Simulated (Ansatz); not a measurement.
CdSe (wurtzite)

```yaml
crystal:
  lattice:
    - [4.38272, 0.00000, 0.00000]
    - [-2.19136, 3.79554, 0.00000]
    - [0.00000, 0.00000, 7.15447]
  atoms:
    - { symbol: Cd, position: [0.66667, 0.33333, 0.00047] }
    - { symbol: Cd, position: [0.33333, 0.66667, 0.50047] }
    - { symbol: Se, position: [0.66667, 0.33333, 0.62473] }
    - { symbol: Se, position: [0.33333, 0.66667, 0.12473] }
```

In this cell atom 4 (Se, nearest neighbour Cd at 2.682 Å; its periodic images, 4.4 Å or more away, move with it) is moved by u·(1.000, 0.000, 0.000) + v·(0.000, 1.000, 0.000); the rest is frozen.

These are PBE (plane waves to 420 eV, PAW, scalar-relativistic; Ansatz, an electronic-structure program) values and carry that method's errors. k mesh 7×7×4 (Γ-centred), Fermi-Dirac smearing 0.05 eV. The energy includes the smearing's −TS. Points where atoms come too close for the PAW data are left out (x in tables, blank in figures). Fu and Fv are the components of the force on the atom. CdSe was relaxed with its symmetry unable to fall. ΔE is measured from the undisplaced structure. Axes are in Å.

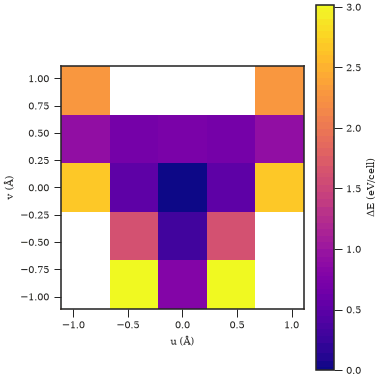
*ΔE (eV/cell) over the 5×5 grid of computed points.*

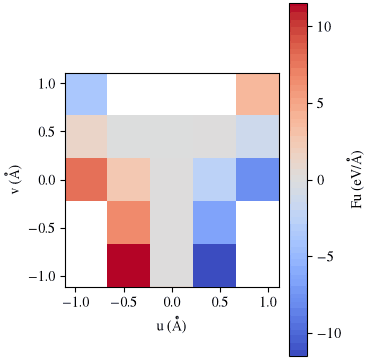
Fig. 1. Fu (eV/Å) over the 5×5 grid of computed points.

Lowest place on the grid: u = 0.000 Å, v = 0.000 Å (0 meV/cell).

(A displaced cell: forces are minus the slopes of the energy, force constants its curvatures, and phonons follow from these.)
